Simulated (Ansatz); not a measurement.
CH4Cl2Sn

```csv
atom,x (Å),y (Å),z (Å)
Sn,0.0457,-0.0442,-0.0426
Cl,-0.0059,-0.0001,2.3086
H,1.6660,0.1416,-0.5076
Cl,-1.1008,1.8817,-0.7571
C,-1.0293,-1.7660,-0.7172
H,-1.5273,-2.2307,0.1321
H,-1.7728,-1.4599,-1.4513
H,-0.3441,-2.4810,-1.1710
```

Core potentials replace the inner electrons of Sn.

Theory: RHF/def2-SVP (Ansatz).

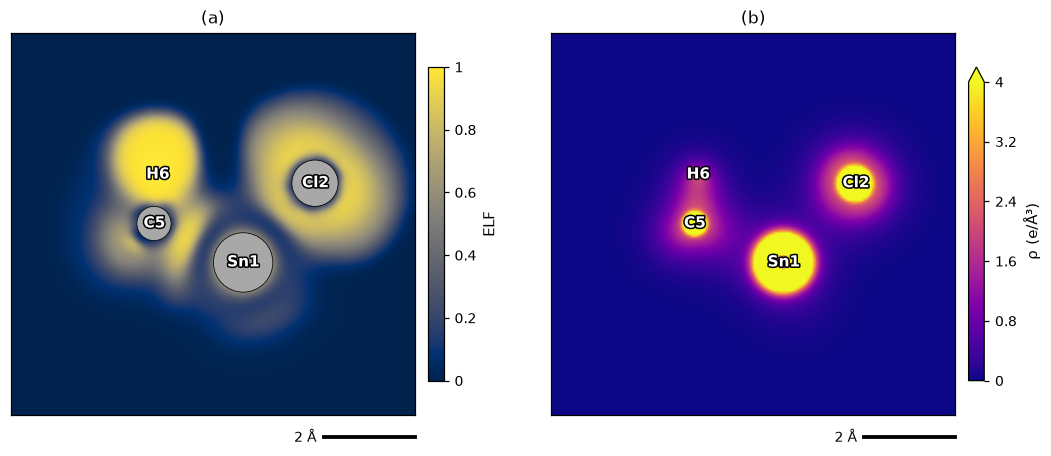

Figure 1. (a) ELF; (b) electron density on the plane of atoms Cl2, Sn1 and C5. Grey discs cover the atomic cores in the ELF map.

Q: What does the map show?

A: The plane passes through Sn, Cl, C and H nuclei.
C–Sn (2.14 Å): ρ at the midpoint is about 0.71 e/Å³; the ELF peaks at about 0.90 in the valence shell of C, 0.7 Å from its nucleus, and drops to about 0.15 between the two atoms.
Sn–Cl (2.35 Å): the density is about 0.53 e/Å³ at the midpoint; the ELF peaks at about 0.85 in the valence shell of Cl, 0.9 Å from its nucleus, and drops to about 0.15 between the two atoms.
C–H (1.09 Å): the density is about 1.9 e/Å³ at the midpoint; the ELF climbs to about 1 towards the hydrogen, as it does in any bond to H: a covalent bond by its length.
The ELF also peaks beside Cl2, away from the bonds: lone-pair regions.

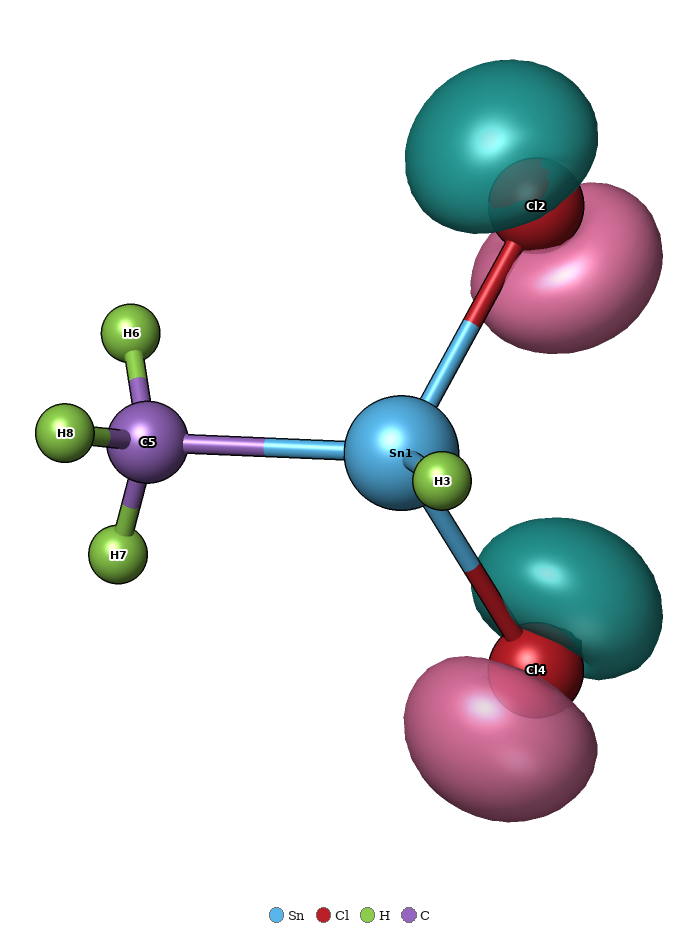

Figure 2. The HOMO−1 at ±0.2 Å⁻³ᐟ² (teal and pink are the two phases), seen at a tilt.

Q: Describe this orbital and give its energy.

A: It lies mainly on Cl4 (about 50 %) and Cl2 (about 45 %); largely a combination of lone pairs on Cl4 and Cl2. Its energy is −12.03 eV.

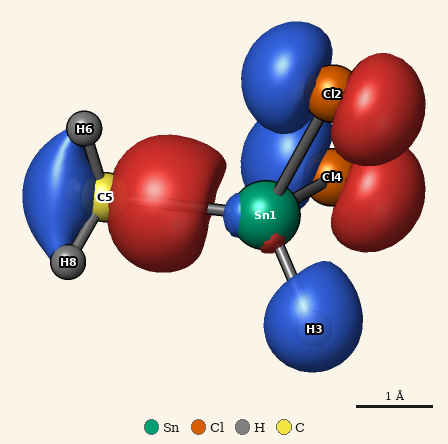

Figure 3. The HOMO at ±0.15 Å⁻³ᐟ² (blue and red are the two phases), seen from one side.

Q: What is the character of this orbital?

A: By Hirshfeld shares it lies mainly on Cl4 (about 25 %), Cl2 (about 25 %), C5 (about 20 %), Sn1 (about 15 %) and H3 (about 10 %). Its energy is −11.56 eV.
